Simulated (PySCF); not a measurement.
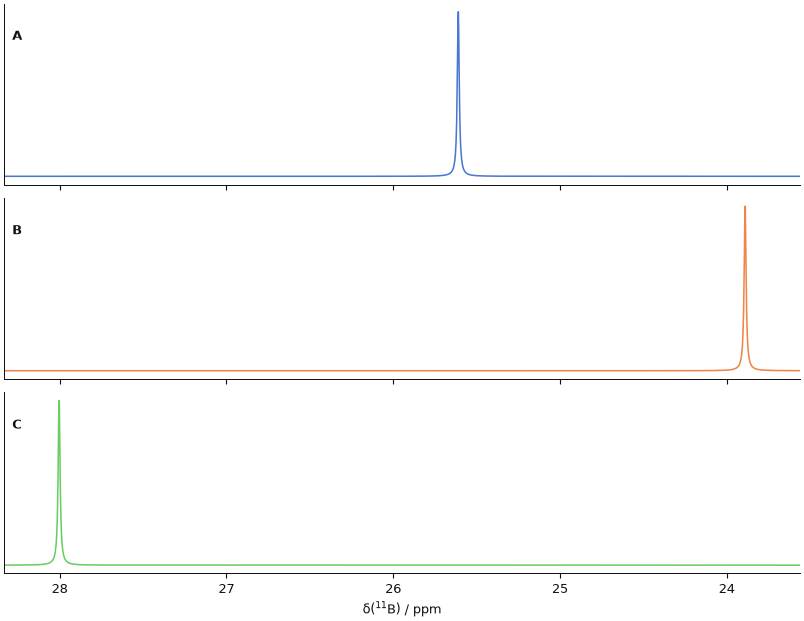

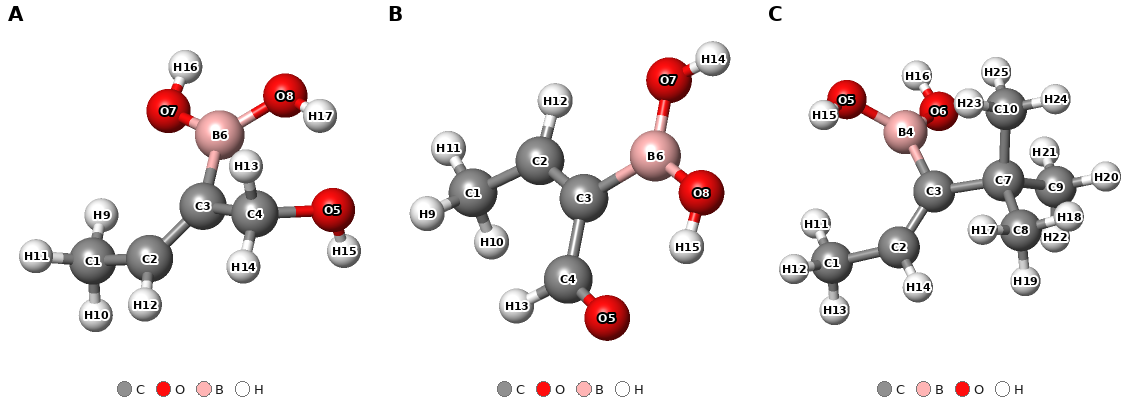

Related molecules: A is C₄H₉BO₃, SMILES C/C=C(/CO)B(O)O; B is C₄H₇BO₃, SMILES C/C=C(\C=O)B(O)O; C is C₇H₁₅BO₂, SMILES C/C=C(\B(O)O)C(C)(C)C. GIAO ¹¹B shifts against BF₃.OEt₂, PBE0/pcSseg-1, PySCF 2.14.0, at a GFN2-xTB geometry (no frequency check); fully decoupled, line heights follow the number of nuclei within a panel, widths are arbitrary (no quadrupolar broadening); values of one conformer, averaged over nuclei that symmetry or rotation about single bonds exchange, these motions taken as fast; other conformers aren't averaged in.

Question: How does the ¹¹B shift respond?

Answer: From A (25.6 ppm) to B (23.9 ppm) the nucleus is shielded by 1.7 ppm. From A (25.6 ppm) to C (28.0 ppm) the nucleus is deshielded by 2.4 ppm.

Limits of at least one run: the tight-binding geometry is rougher than a DFT one and adds to the error.
